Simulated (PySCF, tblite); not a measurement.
Molecule: C₄H₉N₃OSi₂, SMILES Cc1ncnnc1[SiH2]O[SiH3].

```xyz
19

C     -2.3173    -1.4008    -0.4470
C     -1.6965    -0.1075    -0.0529
N     -2.4947     0.9249     0.1610
C     -1.8985     2.0651     0.4945
N     -0.6033     2.2463     0.6189
N      0.1888     1.2270     0.4153
C     -0.2997     0.0424     0.0871
Si     0.9762    -1.3327    -0.1651
O      2.4345    -0.7048     0.0615
Si     3.3041     0.6450     0.4011
H     -3.3998    -1.3195    -0.3951
H     -1.9708    -2.1987     0.2063
H     -2.0220    -1.6524    -1.4646
H     -2.5353     2.9203     0.6760
H      0.8973    -1.8190    -1.5421
H      0.7714    -2.3732     0.8416
H      4.6664     0.1079     0.3659
H      2.9246     1.1185     1.7254
H      3.0649     1.6206    -0.6554
```

GIAO shifts, PBE0/pcSseg-1 in PySCF 2.14.0, at a GFN2-xTB geometry (a minimum by its frequencies), against NH₃ for ¹⁵N computed at the same level (¹⁵N: a single molecule, while the usual scales start at liquid NH₃ or nitromethane; multiply bonded nitrogen can come out tens of ppm too deshielded). Gas phase, fully decoupled, line heights follow the number of nuclei, widths are arbitrary (no quadrupolar broadening); values of one conformer, averaged over methyl-type rotors and exact or near symmetry; other conformers aren't averaged in.

### Predict the ¹⁵N spectrum.

3 signals.


```csv
δ (ppm),nuclei,atoms
494.2,1,N6
420.5,1,N5
325.2,1,N3
```

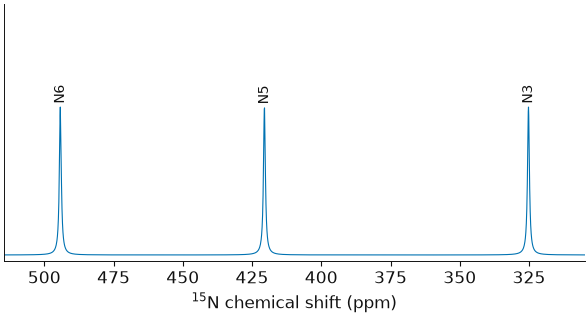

Caveats: the tight-binding geometry is rougher than a DFT one and adds to the error.
